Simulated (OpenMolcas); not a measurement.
# One shape, several levels: C2HF2Si (SMILES [C]#C[SiH](F)F)

Aim: a comparison of 6 runs (UHF/3-21G, UHF/def2-SVPD, U-revPBE/def2-SVPD, UB3LYP/def2-SVPD, UBHLYP/def2-SVPD, UTPSS/def2-SVPD) of C2HF2Si. 

The results are computed with OpenMolcas 26.06.

### Step 1. Starting point

The species is C2HF2Si (6 atoms), meant as a doublet with charge 0. As SMILES, `[C]#C[SiH](F)F`. The coordinates come from a PBE0-D4/def2-TZVP relaxation.

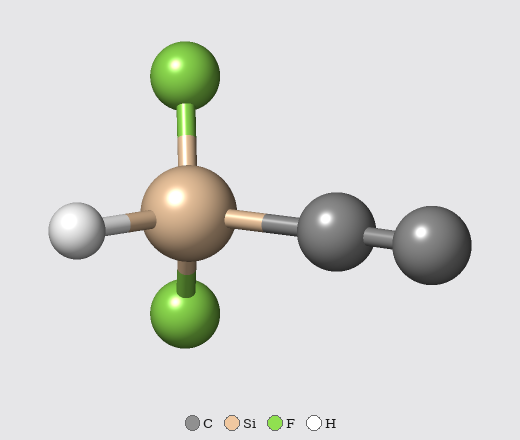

The structure, seen from a chosen angle (carbon grey, silicon light orange, fluorine green, hydrogen white).

### Step 2. Energy and forces at UHF/3-21G (run 1)

Contents of mol.input:

```
* C2HF2Si Hartree-Fock

&GATEWAY
  BasLib=$CurrDir
  Coord
  6
  angstrom
  C        0.858400      -2.085100       1.052200
  C        0.445300      -1.082600       0.512900
  Si      -0.183000       0.459200      -0.201300
  F       -1.479900       0.138200      -1.044000
  F        0.904100       1.043400      -1.187100
  H       -0.502800       1.463000       0.821300
  Basis=3-21G
  Group=NoSym

&SEWARD

&SCF
  UHF
  Spin=2
  Thresholds=1e-10 1e-07 1e-07 1e-05
  PrOrbitals=1

&ALASKA
```

The basis set 3-21G is read from a file made from the Basis Set Exchange's data (not shown).

Command:

```
$ export MOLCAS_MEM=1860
$ pymolcas mol.input > mol.log
```

The program printed:

```text
--- Start Module: gateway ---
[...]
--- Stop Module: gateway /rc=_RC_ALL_IS_WELL_ ---
[...]
      Basis functions           51
[...]
--- Start Module: scf ---
[...]
       Convergence after  22 Iterations
[...]
::    Total SCF energy                               -561.0969448067
[...]
      Total spin, S                                     0.7141454648
[...]
      Total electronic charge=   45.000000
      Total            charge=   -0.000000
[...]
      Dipole Moment (debye):
      Origin of the operator (angstrom)=   -0.0101   -0.0137   -0.3123
                   X=  3.0243E-01               Y= -4.4430E-01               Z=  2.2206E+00           Total=  2.2848E+00
      Quadrupole Moment (debye*angstrom):
[...]
--- Stop Module: scf /rc=_RC_ALL_IS_WELL_ ---
[...]
--- Start Module: alaska ---
[...]
 *              Molecular gradients               *
 **************************************************
  Irreducible representation: a
 ------------------------------------------------------------------------------------------
                              X                       Y                       Z
 ------------------------------------------------------------------------------------------
  C1               -1.12021274006100E-02    2.74681095962706E-02   -1.28592704360511E-02
  C2                6.87546212081114E-03   -1.74519636201236E-02    4.15906142712297E-03
  SI3               4.06175547244536E-04   -6.24510701285708E-03   -3.39404798866720E-02
  F4                2.37495594757924E-02    4.08079524793159E-03    1.92505484465109E-02
  F5               -1.83738796786486E-02   -1.19242460095368E-02    2.18241772930767E-02
  H6               -1.45519006457606E-03    4.07241179829310E-03    1.56596315602719E-03
 ------------------------------------------------------------------------------------------
--- Stop Module: alaska /rc=_RC_ALL_IS_WELL_ ---
[...]
```

Wall time 2.4 s (1 thread of Intel Xeon 6975P-C (Granite Rapids), shared host); peak memory 0.38 GiB.

### Step 3. Energy and forces at UHF/def2-SVPD (run 2)

Contents of job.input:

```
&GATEWAY
BasLib
$CurrDir
Coord
6
angstrom
C        0.858400      -2.085100       1.052200
C        0.445300      -1.082600       0.512900
Si      -0.183000       0.459200      -0.201300
F       -1.479900       0.138200      -1.044000
F        0.904100       1.043400      -1.187100
H       -0.502800       1.463000       0.821300
Basis
def2-SVPD
Group
NoSym
&SEWARD
&SCF
UHF
Spin
2
Thresholds
1e-10 1e-07 1e-07 1e-05
PrOrbitals
1 1
&ALASKA
```

The basis set def2-SVPD is read from a file made from the Basis Set Exchange's data (not shown).

Command:

```
$ export MOLCAS_MEM=1860
$ pymolcas job.input > job.log
```

The program printed:

```text
--- Start Module: gateway ---
[...]
--- Stop Module: gateway /rc=_RC_ALL_IS_WELL_ ---
[...]
      Basis functions          118
[...]
--- Start Module: scf ---
[...]
       Convergence after  21 Iterations
[...]
::    Total SCF energy                               -563.8211726446
[...]
      Total spin, S                                     0.6980805585
[...]
      Total electronic charge=   45.000000
      Total            charge=   -0.000000
[...]
      Dipole Moment (debye):
      Origin of the operator (angstrom)=   -0.0101   -0.0137   -0.3123
                   X=  2.4212E-01               Y= -3.5387E-01               Z=  1.7871E+00           Total=  1.8378E+00
      Quadrupole Moment (debye*angstrom):
[...]
--- Stop Module: scf /rc=_RC_ALL_IS_WELL_ ---
[...]
--- Start Module: alaska ---
[...]
 *              Molecular gradients               *
 **************************************************
  Irreducible representation: a
 ------------------------------------------------------------------------------------------
                              X                       Y                       Z
 ------------------------------------------------------------------------------------------
  C1               -1.08494980670235E-02    2.63687429888932E-02   -1.39295731052407E-02
  C2                8.70376969386544E-03   -2.11027730343742E-02    1.14993074789729E-02
  SI3               7.76723554141157E-07   -2.94522577686696E-03   -1.95533748068737E-02
  F4                1.14489066423751E-02    1.88321701666849E-03    8.84579271505537E-03
  F5               -8.86391306859835E-03   -5.83825295767504E-03    1.01011337521335E-02
  H6               -4.40041924134604E-04    1.63429176347663E-03    3.03671396586314E-03
 ------------------------------------------------------------------------------------------
--- Stop Module: alaska /rc=_RC_ALL_IS_WELL_ ---
[...]
```

Wall time 23 s (1 thread of Intel Xeon 6975P-C (Granite Rapids), shared host); peak memory 0.73 GiB.

Runs 3 to 4 aren't shown in full; the table further down has their settings and results.

### Step 4. Energy and gradient at UBHLYP/def2-SVPD (run 5)

Contents of calc.inp:

```
>>> EXPORT MOLCAS_PRINT=2
&GATEWAY
BasLib
$CurrDir
Coord
6
angstrom
C        0.858400      -2.085100       1.052200
C        0.445300      -1.082600       0.512900
Si      -0.183000       0.459200      -0.201300
F       -1.479900       0.138200      -1.044000
F        0.904100       1.043400      -1.187100
H       -0.502800       1.463000       0.821300
Basis
def2-SVPD
Group
NoSym
&SEWARD
GridInput
Grid=UltraFine
End of Grid
&SCF
UHF
Spin
2
KSDFT
HYB_GGA_XC_BHANDHLYP
Thresholds
1e-10 1e-07 1e-07 1e-05
PrOrbitals
0
&ALASKA
```

The basis set def2-SVPD is read from a file made from the Basis Set Exchange's data (not shown).

Command:

```
$ export MOLCAS_MEM=1860
$ pymolcas calc.inp > calc.log
```

The program printed:

```text
--- Start Module: gateway ---
[...]
--- Stop Module: gateway /rc=_RC_ALL_IS_WELL_ ---
[...]
      Basis functions          118
[...]
--- Start Module: scf ---
[...]
       Convergence after  23 Iterations
[...]
::    Total KS-DFT energy                            -565.5302164711
[...]
      Total spin, S                                     0.5236890154
[...]
      Total electronic charge=   45.000000
      Total            charge=   -0.000000
[...]
      Dipole Moment (debye):
      Origin of the operator (angstrom)=   -0.0101   -0.0137   -0.3123
                   X=  1.8867E-01               Y= -2.3317E-01               Z=  1.6607E+00           Total=  1.6876E+00
      Quadrupole Moment (debye*angstrom):
[...]
--- Stop Module: scf /rc=_RC_ALL_IS_WELL_ ---
[...]
--- Start Module: alaska ---
[...]
 *              Molecular gradients               *
 **************************************************
  Irreducible representation: a
 ------------------------------------------------------------------------------------------
                              X                       Y                       Z
 ------------------------------------------------------------------------------------------
  C1                1.06903057445251E-03   -2.57701710235736E-03    1.49237376672673E-03
  C2               -1.82208060679745E-03    4.47584739883267E-03   -2.02146927467051E-03
  SI3              -1.54452218315804E-03    1.36267674926138E-04   -2.57929753952411E-02
  F4                1.56377964109780E-02    3.56411976890891E-03    1.09952422229576E-02
  F5               -1.28611392601350E-02   -7.26531020940158E-03    1.27418451637435E-02
  H6               -4.79084935348206E-04    1.66609246904592E-03    2.58498351647685E-03
 ------------------------------------------------------------------------------------------
--- Stop Module: alaska /rc=_RC_ALL_IS_WELL_ ---
[...]
```

Run time: 75 s. Hardware: 1 thread of Intel Xeon 6975P-C (Granite Rapids), shared host; peak memory 0.74 GiB.

### Step 5. The energy at UTPSS/def2-SVPD (run 6)

Contents of test.input:

```
* C2HF2Si Kohn-Sham DFT

&GATEWAY
  BasLib=$CurrDir
  Coord
  6
  bohr
  C      1.62214091    -3.94026794     1.98836983
  C      0.84149504    -2.04581750     0.96924053
  Si    -0.34581988     0.86776224    -0.38040187
  F     -2.79660569     0.26116015    -1.97287407
  F      1.70850139     1.97174024    -2.24329388
  H     -0.95015430     2.76466932     1.55203207
  Basis=def2-SVPD
  Group=NoSym

&SEWARD
  GridInput
  Grid=UltraFine
  End of Grid

&SCF
  UHF
  Spin=2
  KSDFT=2
  1.0 MGGA_X_TPSS
  1.0 MGGA_C_TPSS
  Thresholds=1e-10 1e-07 1e-07 1e-05
  PrOrbitals=0
```

The basis set def2-SVPD is read from a file made from the Basis Set Exchange's data (not shown).

Command:

```
$ export MOLCAS_MEM=1860
$ pymolcas test.input > test.log
```

The program printed:

```text
--- Start Module: gateway ---
[...]
--- Stop Module: gateway /rc=_RC_ALL_IS_WELL_ ---
--- Start Module: seward ---
[...]
      Basis functions          118
--- Stop Module: seward /rc=_RC_ALL_IS_WELL_ ---
[...]
--- Start Module: scf ---
[...]
       Convergence after  19 Iterations
[...]
::    Total KS-DFT energy                            -565.6949336175
[...]
      Total spin, S                                     0.5148391968
[...]
      Total electronic charge=   45.000000
      Total            charge=   -0.000000
[...]
      Dipole Moment (debye):
      Origin of the operator (angstrom)=   -0.0101   -0.0137   -0.3123
                   X=  1.0920E-01               Y= -7.3116E-02               Z=  1.3502E+00           Total=  1.3566E+00
      Quadrupole Moment (debye*angstrom):
[...]
--- Stop Module: scf /rc=_RC_ALL_IS_WELL_ ---
[...]
```

Wall time 74 s (1 thread of Intel Xeon 6975P-C (Granite Rapids), shared host); peak memory 0.74 GiB.

### Step 6. All runs side by side

```
run               level  integration grid      task  energy (Eh)  dipole moment (D)  HOMO energy (eV)  LUMO energy (eV)  wall time
  1           UHF/3-21G                 –  gradient  -561.096945               2.28            -12.34              1.04      2.4 s
  2       UHF/def2-SVPD                 –  gradient  -563.821173               1.84            -12.21              0.08       23 s
  3  U-revPBE/def2-SVPD         UltraFine  gradient  -565.494522               1.36             -7.84             -6.44       59 s
  4    UB3LYP/def2-SVPD         UltraFine  gradient  -565.664395               1.53             -8.93             -5.88       61 s
  5    UBHLYP/def2-SVPD         UltraFine  gradient  -565.530216               1.69            -10.29             -4.22       75 s
  6     UTPSS/def2-SVPD         UltraFine    energy  -565.694934               1.36             -7.92             -6.45       74 s
```

### Step 7. Outcome

| quantity | value |
| --- | --- |
| run 6: total energy | -565.69493 Eh |
| run 6: dipole moment | 1.36 D |
| run 6: HOMO energy (highest over α and β) | -7.92 eV |
| run 6: LUMO energy (lowest over α and β) | -6.45 eV |
| run 6: ⟨S²⟩ | 0.780 |

What this shows: The dipole moment (its size) runs from 1.36 D (UTPSS/def2-SVPD) to 2.28 D (UHF/3-21G). The two ends differ in method and basis. Totals of different functionals can't be ranked against each other. Spin contamination of the reference: run 1 ⟨S²⟩ = 1.22, run 2 ⟨S²⟩ = 1.19. All runs together took 4.9 min, the longest 75 s.
